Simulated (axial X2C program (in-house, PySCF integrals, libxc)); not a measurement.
# Linear HInH⁻ at several levels

How do method and spin–orbit coupling move the bonds and stretches of HInH⁻, held linear?

Method: all-electron X2C, two-component (2c) or spin-free, H dyall-v3z, In dyall-v3z; program: an in-house X2C program for linear molecules on PySCF integrals.

All values are calculated.

2 further runs of the same task are left out: 2 set aside as unsound or not needed.

**1. Set-up**

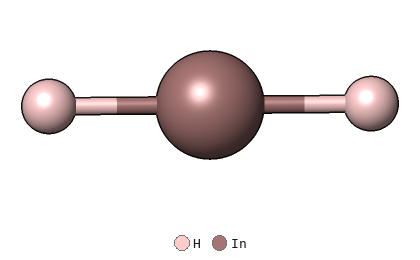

The atoms on one line, bonds 1.740 and 1.740 Å (hydrogen pink, indium brown).

Contents of task.json:

```json
{"zs": [1, 49, 1], "q": -1, "bas": ["dyall-v3z", "dyall-v3z", "dyall-v3z"], "r0": [1.74, 1.74], "symm": 1, "scan": ["PBE0", "HF", "BHandHLYP"], "levels": ["PBE0", "HF", "r2SCAN"], "nst": 2}
```

Keys: zs atomic numbers; q charge; bas basis sets; r0 starting distance in Å; symm equal bonds; scan levels of the two-bond scan (MP2 follows by itself at each HF point); levels methods; nst determinants followed.

Command:

```
$ python solin.py task.json out
```

Masses H 1.008, In 114.904, H 1.008 u.

**2. Scan at PBE0, 2c**

State: Ω = 1 (beyond evenly filled blocks: ω = -1/2, ω = 3/2). Energies above the lowest point, from the job's result record:

| r(H–In) (Å) | r(In–H) (Å) | E (meV) |
| --- | --- | --- |
| 1.6341 | 1.6341 | 23.20 |
| 1.6341 | 1.6760 | 11.67 |
| 1.6341 | 1.7179 | 23.95 |
| 1.6760 | 1.6341 | 11.67 |
| 1.6760 | 1.6760 | 0.00 |
| 1.6760 | 1.7179 | 12.11 |
| 1.6760 | 1.7598 | 44.15 |
| 1.7179 | 1.6341 | 23.95 |
| 1.7179 | 1.6760 | 12.11 |
| 1.7179 | 1.7179 | 24.01 |
| 1.7598 | 1.6760 | 44.15 |
| 1.7598 | 1.7598 | 87.34 |

A quadratic surface with cubic terms in each bond gives the minimum at 1.674 and 1.674 Å, force constants 2.18, 2.18 and coupling -0.02 mdyn/Å.

**3. Scan at HF, 2c**

State: Ω = 1 (beyond evenly filled blocks: ω = -1/2, ω = 3/2). Energies above the lowest point, from the job's result record:

| r(H–In) (Å) | r(In–H) (Å) | E (meV) |
| --- | --- | --- |
| 1.6341 | 1.6341 | 45.94 |
| 1.6341 | 1.6760 | 23.04 |
| 1.6341 | 1.7179 | 25.42 |
| 1.6760 | 1.6341 | 23.04 |
| 1.6760 | 1.6760 | 0.00 |
| 1.6760 | 1.7179 | 2.20 |
| 1.6760 | 1.7598 | 25.57 |
| 1.7179 | 1.6341 | 25.42 |
| 1.7179 | 1.6760 | 2.20 |
| 1.7179 | 1.7179 | 4.22 |
| 1.7598 | 1.6760 | 25.57 |
| 1.7598 | 1.7598 | 50.33 |

A quadratic surface with cubic terms in each bond gives the minimum at 1.693 and 1.693 Å, force constants 2.15, 2.15 and coupling -0.02 mdyn/Å.

**4. Scan at BHandHLYP, 2c**

State: Ω = 1 (beyond evenly filled blocks: ω = -1/2, ω = 3/2). Energies above the lowest point, from the job's result record:

| r(H–In) (Å) | r(In–H) (Å) | E (meV) |
| --- | --- | --- |
| 1.6341 | 1.6341 | 17.75 |
| 1.6341 | 1.6760 | 8.92 |
| 1.6341 | 1.7179 | 24.37 |
| 1.6760 | 1.6341 | 8.92 |
| 1.6760 | 1.6760 | 0.00 |
| 1.6760 | 1.7179 | 15.31 |
| 1.6760 | 1.7598 | 50.95 |
| 1.7179 | 1.6341 | 24.37 |
| 1.7179 | 1.6760 | 15.31 |
| 1.7179 | 1.7179 | 30.46 |
| 1.7598 | 1.6760 | 50.95 |
| 1.7598 | 1.7598 | 101.15 |

A quadratic surface with cubic terms in each bond gives the minimum at 1.669 and 1.669 Å, force constants 2.27, 2.27 and coupling -0.01 mdyn/Å.

**5. Comparison**

| level | r(H–In) (Å) | r(In–H) (Å) | lower stretch (cm⁻¹) | upper stretch (cm⁻¹) |
| --- | --- | --- | --- | --- |
| PBE0, 2c | 1.674 | 1.674 | 1907.7 | 1941.4 |
| HF, 2c | 1.693 | 1.693 | 1896.8 | 1928.5 |
| BHandHLYP, 2c | 1.669 | 1.669 | 1946.9 | 1976.8 |
| MP2, 2c | 1.658 | 1.658 | 1957.9 | 1985.0 |
| PBE0, spin-free | 1.674 | 1.674 | 1908.6 | 1943.3 |
| HF, spin-free | 1.693 | 1.693 | 1897.6 | 1930.2 |
| BHandHLYP, spin-free | 1.669 | 1.669 | 1947.7 | 1979.1 |
| MP2, spin-free | 1.658 | 1.658 | 1958.6 | 1986.8 |

Scans not shown above were run alike.

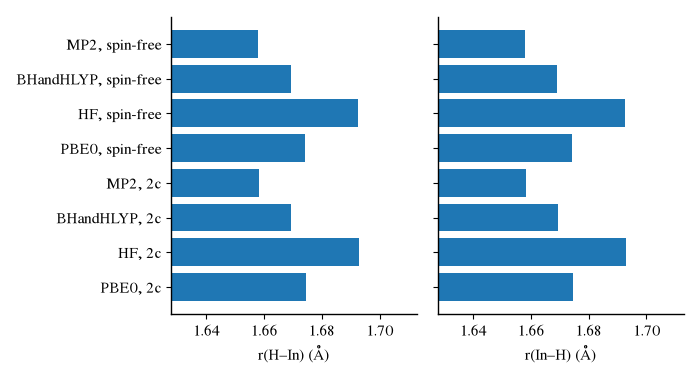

The two bond lengths by level.

**Reading.** Over the levels the H–In bond spans 1.658 to 1.693 Å and the In–H bond 1.658 to 1.693 Å. At PBE0 spin–orbit coupling leaves both bonds unchanged to 0.001 Å. Each state is one determinant, the lowest of a limited PBE0 search; the stretches come from a fit to few points and are good to some per cent at best. MP2 freezes inner shells (threshold -2 hartree). For an anion the highest level of a functional can be positive, and the basis then holds the extra electron. The molecule was held linear; bending was not examined, so a bent shape may lie lower. Open-shell Ω = 0 determinants with evenly filled partner blocks cannot be reached by this program, so the Ω shown need not be the lowest component. Note: several unpaired electrons, one determinant need not be a pure state.
